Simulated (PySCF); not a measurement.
**C5H11AlO3: NMR shielding calculation**

C5H11AlO3, computed with GIAO PBE0/pcSseg-1 NMR shielding, non-relativistic, gas phase (PySCF 2.14.0).

The geometry comes from this level: GFN2-xTB. Figures and captions count atoms from 1; the log counts them from 0 in places.

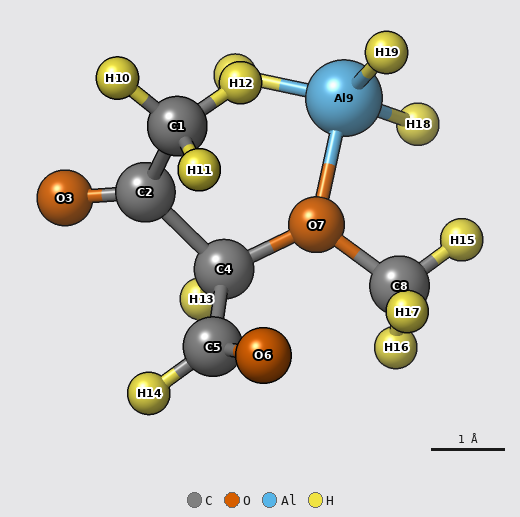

The input geometry (ball-and-stick view, seen at a tilt; atoms are numbered from 1 in the order of the input). Sticks mark near contacts.

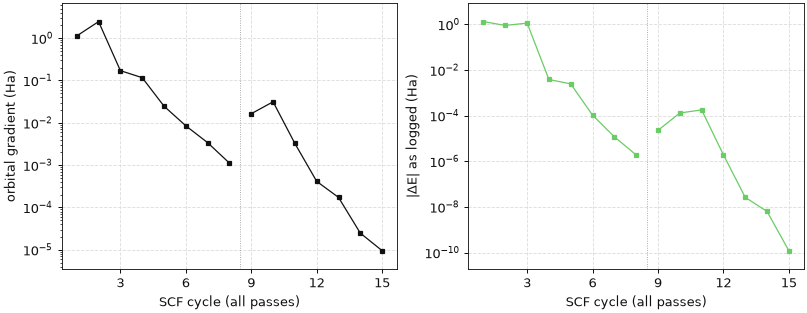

Convergence of the self-consistent field: orbital gradient and size of the energy change against the SCF cycle. The dotted line marks the change from a coarse to the final integration grid. The first 8 cycles use a coarse grid, the final grid takes over at cycle 9, and the field converges after 15 cycles in all.

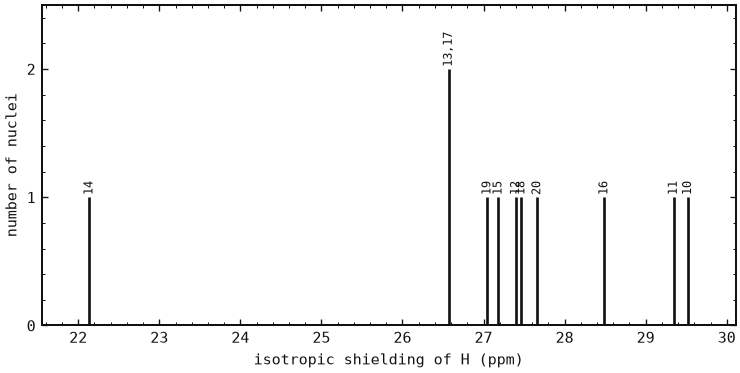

Isotropic shieldings of the hydrogen nuclei in this fixed geometry, labelled by atom number; shielding grows to the right, so chemical shift grows to the left. The least shielded is H14 (22.1 ppm), the most shielded H10 (29.5 ppm).

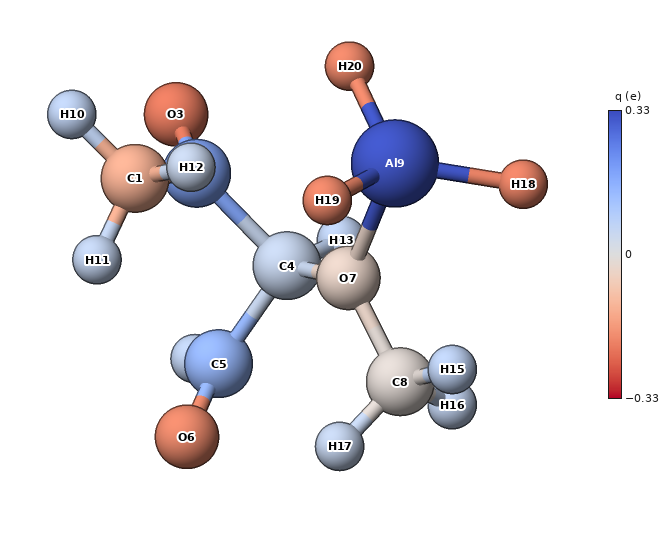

Hirshfeld charges, as the colour of each atom (ball-and-stick view, seen at a tilt; atoms are numbered from 1 in the order of the input). By element: C −0.12 to +0.18, O −0.21 to −0.03, Al +0.31 and H −0.20 to +0.06 e.

These pictures come from the run below.

Input file:
```
{"job": {"kind": "nmr", "xc": "PBE0", "basis": "pcSseg-1"}, "charge": 0, "multiplicity": 1}
C      1.501087     1.312813     0.623060
C      1.643559    -0.156472     0.435201
O      2.591014    -0.821792     0.738424
C      0.491595    -0.818012    -0.403491
C      0.913604    -0.506252    -1.816799
O      0.496224     0.395169    -2.487894
O     -0.762300    -0.317942     0.006304
C     -1.822806    -0.370385    -0.936898
Al    -1.303425     0.085060     1.779392
H      2.362040     1.692679     1.166810
H      1.434146     1.793728    -0.353091
H      0.583704     1.552635     1.169471
H      0.543185    -1.901562    -0.238618
H      1.719478    -1.176386    -2.164245
H     -2.715040    -0.080330    -0.379432
H     -1.948742    -1.384458    -1.324006
H     -1.659214     0.329380    -1.757125
H     -2.575746    -0.826140     1.895459
H     -1.526676     1.639810     1.592455
H      0.029165    -0.430862     2.451986
```

The first line tells a small driver script what to run in PySCF; the rest is the geometry in Å.

Launched with:
```bash
OMP_NUM_THREADS=1 python <driver script> task.json out
```

What the program printed:
```
coarse grid: 17136 points
cycle   1  E = -664.2140953406  dE =  1.330e+00  |g| = 1.128e+00  |ddm| = 3.878e+00
cycle   2  E = -663.3109768999  dE =  9.031e-01  |g| = 2.456e+00  |ddm| = 2.916e+00
cycle   3  E = -664.4574918669  dE = -1.147e+00  |g| = 1.706e-01  |ddm| = 2.232e+00
cycle   4  E = -664.4613575315  dE = -3.866e-03  |g| = 1.164e-01  |ddm| = 2.117e-01
cycle   5  E = -664.4638291773  dE = -2.472e-03  |g| = 2.472e-02  |ddm| = 9.164e-02
cycle   6  E = -664.4639343294  dE = -1.052e-04  |g| = 8.492e-03  |ddm| = 2.111e-02
cycle   7  E = -664.4639461816  dE = -1.185e-05  |g| = 3.394e-03  |ddm| = 8.199e-03
cycle   8  E = -664.4639480771  dE = -1.895e-06  |g| = 1.116e-03  |ddm| = 2.924e-03
final grid: 160648 points
cycle   9  E = -664.5479290506  dE = -2.264e-05  |g| = 1.640e-02  |ddm| = 3.442e-02
cycle  10  E = -664.5477979067  dE =  1.311e-04  |g| = 3.134e-02  |ddm| = 3.039e-02
cycle  11  E = -664.5479768641  dE = -1.790e-04  |g| = 3.249e-03  |ddm| = 2.152e-02
cycle  12  E = -664.5479787924  dE = -1.928e-06  |g| = 4.136e-04  |ddm| = 2.151e-03
cycle  13  E = -664.5479788186  dE = -2.629e-08  |g| = 1.731e-04  |ddm| = 4.751e-04
cycle  14  E = -664.5479788250  dE = -6.315e-09  |g| = 2.477e-05  |ddm| = 1.556e-04
cycle  15  E = -664.5479788251  dE = -1.205e-10  |g| = 9.539e-06  |ddm| = 2.993e-05
converged SCF energy = -664.5479788251

GIAO shielding tensors (ppm)
atom      isotropic    diamagn.    paramagn.     s11        s22        s33       span
  0 C      156.563     254.587     -98.024    133.713    151.223    184.753     51.040
  1 C      -11.291     251.146    -262.437   -115.326      2.627     78.827    194.153
  2 O     -366.909     397.132    -764.041   -979.573   -424.287    303.132   1282.705
  3 C       85.510     251.978    -166.468     64.271     87.671    104.587     40.316
  4 C      -14.394     250.278    -264.672   -103.684    -28.408     88.910    192.595
  5 O     -373.696     401.780    -775.476  -1049.484   -453.054    381.449   1430.933
  6 O      319.850     403.623     -83.773    270.658    327.515    361.377     90.719
  7 C      125.621     246.227    -120.606     97.171    100.445    179.246     82.075
  8 Al     406.040     797.009    -390.969    388.221    405.316    424.585     36.364
  9 H       29.522      28.842       0.679     26.057     27.477     35.031      8.974
 10 H       29.346      31.451      -2.105     25.364     30.096     32.578      7.214
 11 H       27.398      31.959      -4.561     22.493     27.119     32.582     10.089
 12 H       26.557      33.236      -6.679     22.516     25.509     31.646      9.130
 13 H       22.138      28.160      -6.022     20.386     21.156     24.870      4.484
 14 H       27.184      29.923      -2.739     22.830     26.406     32.316      9.486
 15 H       28.489      29.498      -1.009     24.857     25.550     35.062     10.205
 16 H       26.584      30.330      -3.746     21.418     26.473     31.861     10.443
 17 H       27.466      30.796      -3.330     24.236     26.237     31.924      7.688
 18 H       27.047      30.783      -3.736     24.264     26.060     30.817      6.553
 19 H       27.662      31.373      -3.712     23.895     27.975     31.115      7.220
```

Summary:

```csv
quantity,value
outcome,converged
total energy,−664.547979 hartree
HOMO,−7.70 eV
LUMO,−2.48 eV
dipole moment,3.67 D
"isotropic shielding, C",−14.4 to 156.6 ppm
"isotropic shielding, O",−373.7 to 319.9 ppm
"isotropic shielding, Al",406.0 ppm
"isotropic shielding, H",22.1 to 29.5 ppm
hardware,"1 CPU thread, shared host"
wall time,1.9 min
peak memory,0.97 GiB
```
